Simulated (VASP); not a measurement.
**Ga2O3: the band gap up a ladder of functionals**

How far up the ladder of functionals must one climb to get the gap of Ga2O3 right? The levels: LDA, PBE, r2SCAN, TB-mBJ, AM05, SCAN, HSE06 and PBE + SOC. LASPH is on for some levels and off for others; the table marks which. The start is a cell from a database of measured crystal structures.

Program: VASP 6.6.1. Level of theory: LDA; plane waves and PAW (Ga_d, O), in the first sound run; inputs show where later runs differ. Results are calculated unless marked as measured.

The experiments to compare with:

For Ga2O3, beta, monoclinic (bulk crystal), “Cd acceptors in Ga2O3, an atomistic view” (2019, arxiv:1908.09569) quotes earlier work: band gap (experimental band gap) 4.85 eV [literature value quoted in passing for comparison with DFT; polarization and direct or …].

Report form: the programs' logs are mostly left out.

## Step 1: Set-up

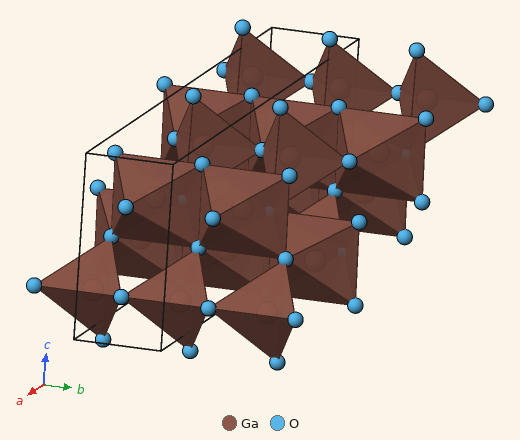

The starting structure, seen slightly off an axis (gallium brown, oxygen blue). 1×2×1 cells are drawn. This picture shows the conventional cell, with its axes. Some periodic images of atoms are drawn too.

## Step 2: Bands with LDA, k 5×5×3

The mesh alone shows little of the dispersion and can miss band extrema, so KPOINTS_OPT adds a path through the symmetry points after the self-consistent cycle. LDA, the lowest rung, knows the local density alone.

File INCAR:

```
SYSTEM = Ga2O3
PREC = Accurate
ENCUT = 520
EDIFF = 1E-06
NELM = 100
ISMEAR = 0
SIGMA = 0.02
LREAL = .FALSE.
ALGO = Normal
GGA = CA
NBANDS = 68
LORBIT = 11
LWAVE = .FALSE.
LCHARG = .FALSE.
KPAR = 8
```

File POSCAR:

```
Ga2O3
1.0
    6.1070000000     -1.5185500000      0.0000000000
    6.1070000000      1.5185500000      0.0000000000
   -1.3859888959      0.0000000000      5.6300087380
Ga O
4 6
Direct
    0.0905000000      0.0905000000      0.7946000000
    0.9095000000      0.9095000000      0.2054000000
    0.6586600000      0.6586600000      0.3140200000
    0.3413400000      0.3413400000      0.6859800000
    0.1645000000      0.1645000000      0.1098000000
    0.8355000000      0.8355000000      0.8902000000
    0.1733000000      0.1733000000      0.5632000000
    0.8267000000      0.8267000000      0.4368000000
    0.4959000000      0.4959000000      0.2566000000
    0.5041000000      0.5041000000      0.7434000000
```

File KPOINTS:

```
Automatic mesh
0
Gamma
5 5 3
0 0 0
```

File KPOINTS_OPT:

```
Line mode
12
Line-mode
Reciprocal
  0.00000000   0.50000000   0.00000000 X
  0.00000000   0.00000000   0.00000000 GAMMA

  0.00000000   0.00000000   0.00000000 GAMMA
  0.00000000   0.00000000  -0.50000000 Y

  0.00000000   0.50000000  -0.50000000 L
  0.00000000   0.00000000   0.00000000 GAMMA

  0.00000000   0.00000000   0.00000000 GAMMA
 -0.50000000  -0.50000000   0.50000000 Z

 -0.50000000   0.00000000   0.50000000 N
  0.00000000   0.00000000   0.00000000 GAMMA

  0.00000000   0.00000000   0.00000000 GAMMA
 -0.50000000  -0.50000000   0.00000000 M

 -0.50000000   0.00000000   0.00000000 R
  0.00000000   0.00000000   0.00000000 GAMMA
```

The projector-augmented-wave data sets are Ga_d and O (PBE family, release 64).

On the command line:

```console
$ mpirun -np 8 vasp_std
```

Wall time 2.1 min (8 MPI ranks of Intel Xeon Platinum 8488C (Sapphire Rapids), shared host); peak memory 3.4 GiB.

Spin-orbit coupling is off here; it would split degenerate levels. The PAW data sets were made with PBE, though LDA sets exist; this is a small mismatch. At this level the cell is under a tension of 2.8 GPa, so at these settings it is away from equilibrium.

This step gave:

| Property | Result |
| --- | --- |
| SCF cycles | 14 |
| electrons | 88 |
| bands | 68 |
| irreducible k-points | 24 |
| symmetry operations | 4 |
| free energy (TOTEN) | -68.6132 eV |
| Fermi energy | 3.692 eV |
| pressure | -2.761 GPa |
| metallic | no |
| least gap on mesh and path | 2.347 eV |
| least direct gap on mesh and path | 2.362 eV |
| valence top at k | -0.5, -0.5, 0.5 |
| conduction bottom at k | 0, 0, 0 |
| least direct gap at k | 0, 0, 0 |

The electronic bands at the labelled points (eV, zero at the valence-band top; v1 is the highest filled band, c1 the lowest empty one):

```csv
point,v4,v3,v2,v1,c1,c2,c3,c4
X,-0.77,-0.73,-0.46,-0.11,5.48,6.39,7.10,7.33
Γ,-0.66,-0.48,-0.28,-0.02,2.35,5.56,6.55,6.64
Y,-0.67,-0.63,-0.50,-0.30,4.70,4.82,6.61,7.06
jump to L,-1.13,-1.06,-0.75,-0.65,6.77,6.80,7.69,7.88
Γ,-0.66,-0.48,-0.28,-0.02,2.35,5.56,6.55,6.64
Z,-0.65,-0.61,-0.60,0.00,5.11,5.21,6.15,6.43
jump to N,-1.13,-1.06,-0.75,-0.65,6.77,6.80,7.69,7.88
Γ,-0.66,-0.48,-0.28,-0.02,2.35,5.56,6.55,6.64
M,-0.68,-0.67,-0.42,-0.15,4.48,4.75,5.62,6.46
jump to R,-0.77,-0.73,-0.46,-0.11,5.48,6.39,7.10,7.33
Γ,-0.66,-0.48,-0.28,-0.02,2.35,5.56,6.55,6.64
```

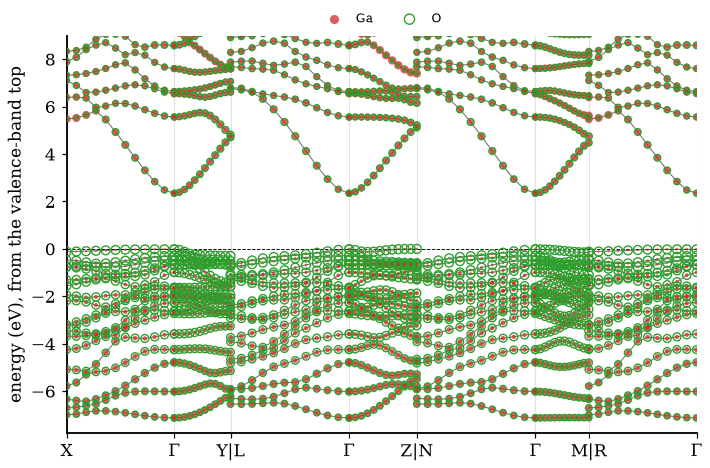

Electronic bands along the path; dots are coloured as in the legend, and their area grows with the weight.

Force by atom:

```csv
atom,x (eV/Å),y (eV/Å),z (eV/Å),size
Ga1,0.0405,0.0000,0.0545,0.0679
Ga2,-0.0405,0.0000,-0.0545,0.0679
Ga3,-0.0152,0.0000,0.0433,0.0459
Ga4,0.0152,0.0000,-0.0433,0.0459
O5,-0.0377,0.0000,-0.0357,0.0520
O6,0.0377,0.0000,0.0357,0.0520
O7,0.0503,0.0000,-0.0525,0.0727
O8,-0.0503,0.0000,0.0525,0.0727
O9,0.0815,0.0000,-0.0004,0.0815
O10,-0.0815,0.0000,0.0004,0.0815
```

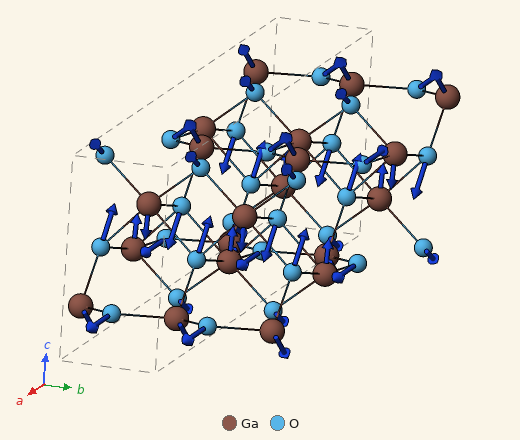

Force as arrows, the longest 0.0815 eV/Å. 1×2×1 conventional cells are drawn. Some periodic images of atoms are drawn too.

The gap is 2.35 eV, indirect. The direct gap lies only 0.015 eV higher. The gap lies -2.50 eV from the measured 4.85 eV.

## Step 3: Bands with PBE, k 5×5×3

This step: PBE; plane waves and PAW (Ga_d, O) (VASP 6.6.1).

PBE, the usual starting point, adds the gradient of the density.

INCAR, as its differences from that of step 2:

```diff
@@ -9,3 +9,3 @@
 ALGO = Normal
-GGA = CA
+GGA = PE
 NBANDS = 68
```

POSCAR is that of step 2.

KPOINTS is that of step 2.

KPOINTS_OPT is that of step 2.

On the command line:

```console
$ mpirun -np 8 vasp_std
```

The job ended after 2.2 min (8 MPI ranks; peak memory 4 GiB; 18 min of CPU time).

At this level the cell is under a pressure of 10.1 GPa, so at these settings it is away from equilibrium.

Numbers from this step:

- free energy (TOTEN): -59.4814 eV
- Fermi energy: 3.966 eV
- pressure: 10.14 GPa
- least gap on mesh and path: 2.417 eV
- least direct gap on mesh and path: 2.433 eV

Electronic bands along the path, in eV, zero at the valence-band top; v1 is the highest filled band, c1 the lowest empty one:

```csv
point,v4,v3,v2,v1,c1,c2,c3,c4
X,-0.76,-0.71,-0.46,-0.12,5.68,6.54,7.24,7.52
Γ,-0.66,-0.47,-0.28,-0.02,2.42,5.72,6.75,6.78
Y,-0.65,-0.63,-0.49,-0.29,4.79,4.92,6.75,7.25
jump to L,-1.11,-1.04,-0.73,-0.64,6.94,6.97,7.86,8.05
Γ,-0.66,-0.47,-0.28,-0.02,2.42,5.72,6.75,6.78
Z,-0.63,-0.60,-0.59,0.00,5.21,5.34,6.27,6.57
jump to N,-1.11,-1.04,-0.73,-0.64,6.94,6.97,7.86,8.05
Γ,-0.66,-0.47,-0.28,-0.02,2.42,5.72,6.75,6.78
M,-0.67,-0.66,-0.41,-0.15,4.58,4.84,5.85,6.61
jump to R,-0.76,-0.71,-0.46,-0.12,5.68,6.54,7.24,7.52
Γ,-0.66,-0.47,-0.28,-0.02,2.42,5.72,6.75,6.78
```

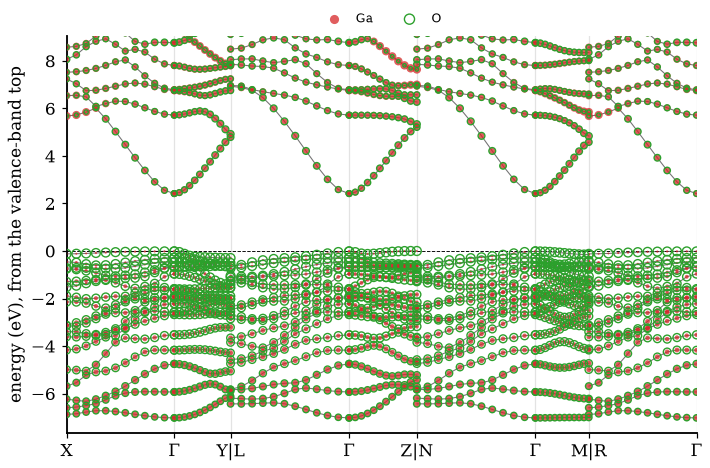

Electronic bands along the path; dots are coloured as in the legend, and their area grows with the weight.

Force by atom:

| atom | x (eV/Å) | y (eV/Å) | z (eV/Å) | size |
| --- | --- | --- | --- | --- |
| Ga1 | 0.106 | 0.000 | 0.070 | 0.127 |
| Ga2 | -0.106 | 0.000 | -0.070 | 0.127 |
| Ga3 | -0.033 | 0.000 | 0.069 | 0.076 |
| Ga4 | 0.033 | 0.000 | -0.069 | 0.076 |
| O5 | 0.224 | 0.000 | -0.111 | 0.250 |
| O6 | -0.224 | 0.000 | 0.111 | 0.250 |
| O7 | -0.034 | 0.000 | -0.049 | 0.059 |
| O8 | 0.034 | 0.000 | 0.049 | 0.059 |
| O9 | 0.155 | 0.000 | 0.055 | 0.165 |
| O10 | -0.155 | 0.000 | -0.055 | 0.165 |

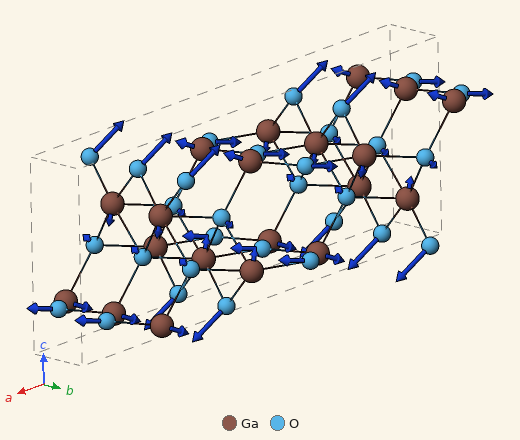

Force as arrows, the longest 0.250 eV/Å. 1×2×1 conventional cells are drawn. Some periodic images of atoms are drawn too.

The gap is 2.42 eV, indirect. The direct gap lies only 0.016 eV higher. Against LDA that is +0.07 eV; the cost is about the same. The gap lies -2.43 eV from the measured 4.85 eV.

## Step 4: Bands with r2SCAN, k 5×5×3

This step: r2SCAN; plane waves and PAW (Ga_d, O) (VASP 6.6.1).

r2SCAN adds the kinetic-energy density, costs more than a GGA and is run with LASPH.

INCAR, as its differences from that of step 3:

```diff
@@ -9,3 +9,4 @@
 ALGO = Normal
-GGA = PE
+METAGGA = R2SCAN
+LASPH = .TRUE.
 NBANDS = 68
```

POSCAR is that of step 3.

KPOINTS is that of step 3.

KPOINTS_OPT is that of step 3.

On the command line:

```console
$ mpirun -np 8 vasp_std
```

Wall time 6.9 min (8 MPI ranks); peak memory 4.2 GiB.

The PAW data sets were made with PBE, which is usual practice but a small mismatch for other functionals. At this level the cell is under a pressure of 3.1 GPa, so at these settings it is away from equilibrium.

Electronic bands along the path, in eV, zero at the valence-band top; v1 is the highest filled band, c1 the lowest empty one:

```
    point     v4     v3     v2     v1    c1    c2    c3    c4
        X  -0.73  -0.71  -0.44  -0.15  6.42  7.35  8.06  8.34
        Γ  -0.65  -0.47  -0.27  -0.02  3.08  6.44  7.46  7.60
        Y  -0.65  -0.61  -0.46  -0.29  5.47  5.58  7.53  8.05
jump to L  -1.13  -1.06  -0.74  -0.66  7.73  7.76  8.65  8.86
        Γ  -0.65  -0.47  -0.27  -0.02  3.08  6.44  7.46  7.60
        Z  -0.61  -0.59  -0.57   0.00  5.91  6.02  7.04  7.36
jump to N  -1.13  -1.06  -0.74  -0.66  7.73  7.76  8.65  8.86
        Γ  -0.65  -0.47  -0.27  -0.02  3.08  6.44  7.46  7.60
        M  -0.65  -0.64  -0.41  -0.17  5.24  5.51  6.54  7.40
jump to R  -0.73  -0.71  -0.44  -0.15  6.42  7.35  8.06  8.34
        Γ  -0.65  -0.47  -0.27  -0.02  3.08  6.44  7.46  7.60
```

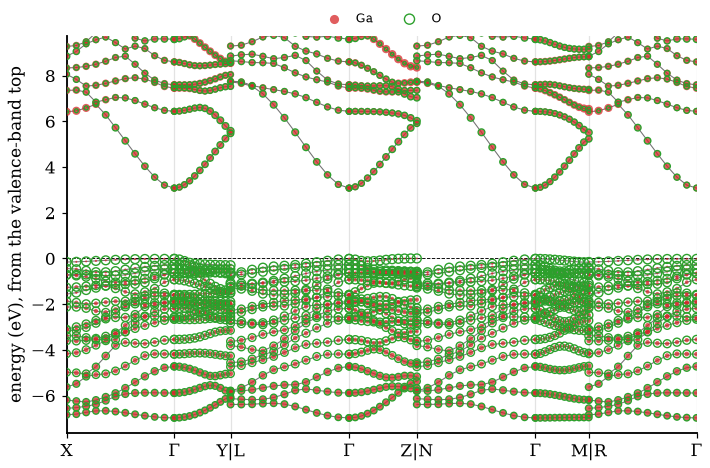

Electronic bands along the path; dots are coloured as in the legend, and their area grows with the weight.

The gap is 3.08 eV, indirect. The direct gap lies only 0.018 eV higher. Against LDA that is +0.73 eV; this run took 3.3 times the core time. The gap lies -1.77 eV from the measured 4.85 eV.

## Step 5: Bands with TB-mBJ, k 5×5×3

This step: TB-mBJ; plane waves and PAW (Ga_d, O) (VASP 6.6.1).

TB-mBJ is a local potential fitted to gaps: it costs far less than a hybrid but gives no energy.

INCAR, as its differences from that of step 4:

```diff
@@ -4,3 +4,3 @@
 EDIFF = 1E-06
-NELM = 100
+NELM = 150
 ISMEAR = 0
@@ -9,3 +9,3 @@
 ALGO = Normal
-METAGGA = R2SCAN
+METAGGA = MBJ
 LASPH = .TRUE.
```

POSCAR is that of step 4.

KPOINTS is that of step 4.

KPOINTS_OPT is that of step 4.

On the command line:

```console
$ mpirun -np 8 vasp_std
```

The job ended after 4.3 min (8 MPI ranks; peak memory 4.2 GiB).

This functional is a potential without an energy, so its energies, forces and stress mean nothing and are not read.

Electronic bands along the path, in eV, zero at the valence-band top; v1 is the highest filled band, c1 the lowest empty one:

```csv
point,v4,v3,v2,v1,c1,c2,c3,c4
X,-0.58,-0.57,-0.33,-0.16,8.24,9.07,9.72,9.94
Γ,-0.52,-0.41,-0.23,-0.02,4.74,8.15,9.18,9.31
Y,-0.55,-0.52,-0.35,-0.25,6.90,7.02,9.06,9.63
jump to L,-0.97,-0.89,-0.60,-0.57,9.30,9.35,10.32,10.54
Γ,-0.52,-0.41,-0.23,-0.02,4.74,8.15,9.18,9.31
Z,-0.53,-0.46,-0.45,0.00,7.38,7.52,8.45,8.77
jump to N,-0.97,-0.89,-0.60,-0.57,9.30,9.35,10.32,10.54
Γ,-0.52,-0.41,-0.23,-0.02,4.74,8.15,9.18,9.31
M,-0.53,-0.51,-0.34,-0.15,6.70,6.92,8.54,9.05
jump to R,-0.58,-0.57,-0.33,-0.16,8.24,9.07,9.72,9.94
Γ,-0.52,-0.41,-0.23,-0.02,4.74,8.15,9.18,9.31
```

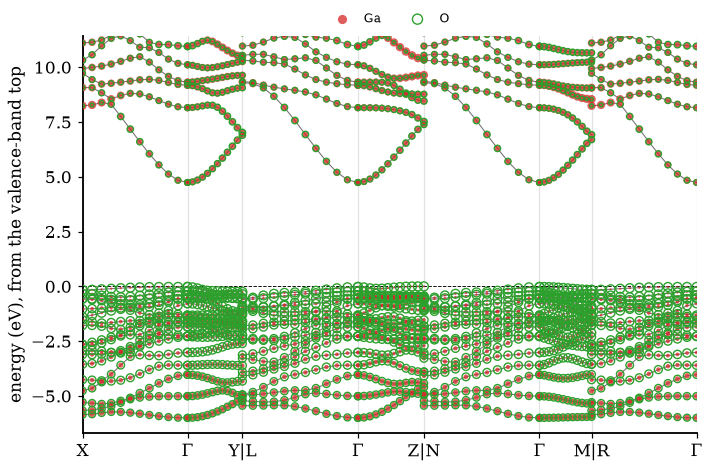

Electronic bands along the path; dots are coloured as in the legend, and their area grows with the weight.

The gap is 4.74 eV, indirect. The direct gap lies only 0.024 eV higher. Against LDA that is +2.39 eV; this run took 2.1 times the core time. The gap lies -0.11 eV from the measured 4.85 eV.

## Step 6: Bands with AM05, k 5×5×3

This step: AM05; plane waves and PAW (Ga_d, O) (VASP 6.6.1).

AM05 is built from the electron gas and the surface model, and does well on lattice constants.

INCAR, as its differences from that of step 5:

```diff
@@ -4,3 +4,3 @@
 EDIFF = 1E-06
-NELM = 150
+NELM = 100
 ISMEAR = 0
@@ -9,4 +9,3 @@
 ALGO = Normal
-METAGGA = MBJ
-LASPH = .TRUE.
+GGA = AM
 NBANDS = 68
```

POSCAR is that of step 5.

KPOINTS is that of step 5.

KPOINTS_OPT is that of step 5.

On the command line:

```console
$ mpirun -np 8 vasp_std
```

Elapsed: 1.7 min, on 8 MPI ranks; peak memory 4 GiB.

At this level the cell is under a pressure of 2.8 GPa, so at these settings it is away from equilibrium.

Electronic bands along the path, in eV, zero at the valence-band top; v1 is the highest filled band, c1 the lowest empty one:

```
    point     v4     v3     v2     v1    c1    c2    c3    c4
        X  -0.77  -0.73  -0.47  -0.12  5.62  6.50  7.22  7.47
        Γ  -0.67  -0.48  -0.28  -0.02  2.43  5.69  6.70  6.75
        Y  -0.65  -0.64  -0.51  -0.30  4.79  4.92  6.73  7.20
jump to L  -1.12  -1.05  -0.74  -0.65  6.89  6.92  7.83  8.02
        Γ  -0.67  -0.48  -0.28  -0.02  2.43  5.69  6.70  6.75
        Z  -0.64  -0.62  -0.60   0.00  5.21  5.33  6.25  6.55
jump to N  -1.12  -1.05  -0.74  -0.65  6.89  6.92  7.83  8.02
        Γ  -0.67  -0.48  -0.28  -0.02  2.43  5.69  6.70  6.75
        M  -0.68  -0.68  -0.42  -0.15  4.58  4.84  5.78  6.58
jump to R  -0.77  -0.73  -0.47  -0.12  5.62  6.50  7.22  7.47
        Γ  -0.67  -0.48  -0.28  -0.02  2.43  5.69  6.70  6.75
```

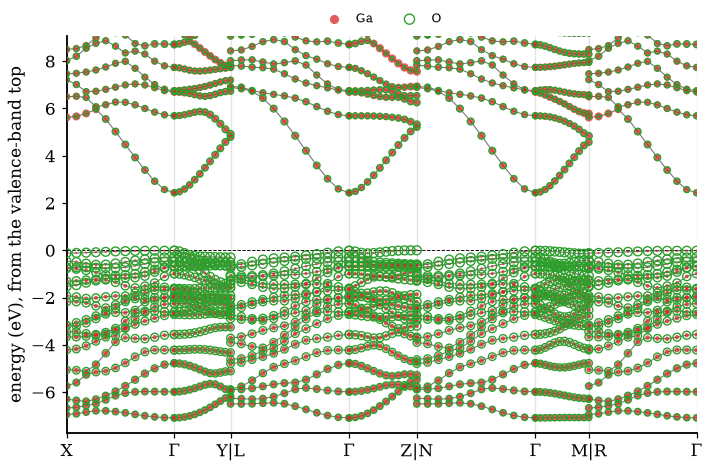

Electronic bands along the path; dots are coloured as in the legend, and their area grows with the weight.

The gap is 2.43 eV, indirect. The direct gap lies only 0.017 eV higher. Against LDA that is +0.08 eV; the cost is about the same. The gap lies -2.42 eV from the measured 4.85 eV.

## Step 7: Bands with SCAN, k 5×5×3

This step: SCAN; plane waves and PAW (Ga_d, O) (VASP 6.6.1).

SCAN adds the kinetic-energy density; it is numerically more delicate than r2SCAN.

INCAR, as its differences from that of step 6:

```diff
@@ -9,3 +9,4 @@
 ALGO = Normal
-GGA = AM
+METAGGA = SCAN
+LASPH = .TRUE.
 NBANDS = 68
```

POSCAR is that of step 6.

KPOINTS is that of step 6.

KPOINTS_OPT is that of step 6.

On the command line:

```console
$ mpirun -np 8 vasp_std
```

Run time: 4.6 min. Hardware: 8 MPI ranks; peak memory 4.2 GiB.

Electronic bands along the path, in eV, zero at the valence-band top; v1 is the highest filled band, c1 the lowest empty one:

```
    point     v4     v3     v2     v1    c1    c2    c3    c4
        X  -0.73  -0.71  -0.44  -0.15  6.33  7.26  7.96  8.25
        Γ  -0.65  -0.47  -0.27  -0.02  2.97  6.35  7.38  7.51
        Y  -0.65  -0.61  -0.46  -0.29  5.39  5.49  7.44  7.96
jump to L  -1.13  -1.06  -0.74  -0.66  7.65  7.68  8.56  8.77
        Γ  -0.65  -0.47  -0.27  -0.02  2.97  6.35  7.38  7.51
        Z  -0.61  -0.59  -0.58   0.00  5.82  5.93  6.95  7.28
jump to N  -1.13  -1.06  -0.74  -0.66  7.65  7.68  8.56  8.77
        Γ  -0.65  -0.47  -0.27  -0.02  2.97  6.35  7.38  7.51
        M  -0.66  -0.64  -0.41  -0.17  5.15  5.43  6.46  7.31
jump to R  -0.73  -0.71  -0.44  -0.15  6.33  7.26  7.96  8.25
        Γ  -0.65  -0.47  -0.27  -0.02  2.97  6.35  7.38  7.51
```

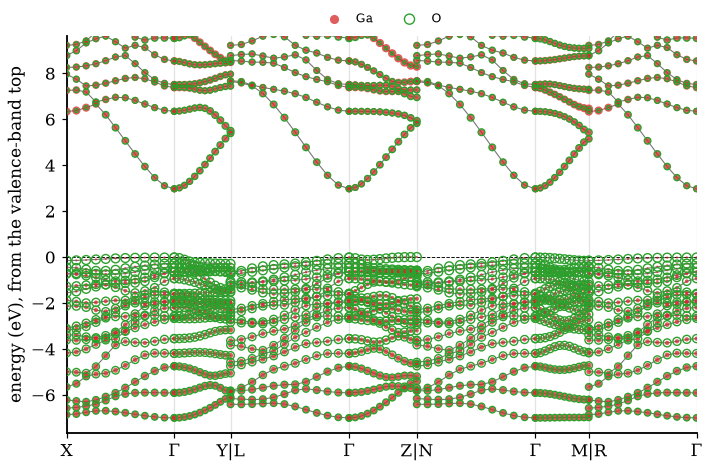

Electronic bands along the path; dots are coloured as in the legend, and their area grows with the weight.

The gap is 2.97 eV, indirect. The direct gap lies only 0.019 eV higher. Against LDA that is +0.62 eV; this run took 2.2 times the core time. The gap lies -1.88 eV from the measured 4.85 eV.

[end of part 1 of 2]

[Lines on the potential files, build, host, timing and source positions are cut from VASP's logs without a mark.]

[Logs are printed without paths, hosts, clocks, repeated set-up lines and the standing remarks that a program may print on its own settings, such as how far it seeks lower states.]

[Hosts, paths, dates, database ids (printed as entryN), source tags and the programs' standing remarks are cut or masked in the printed files.]

[A measured line is paired with the nearest computed mode of its activity, which favours agreement.]
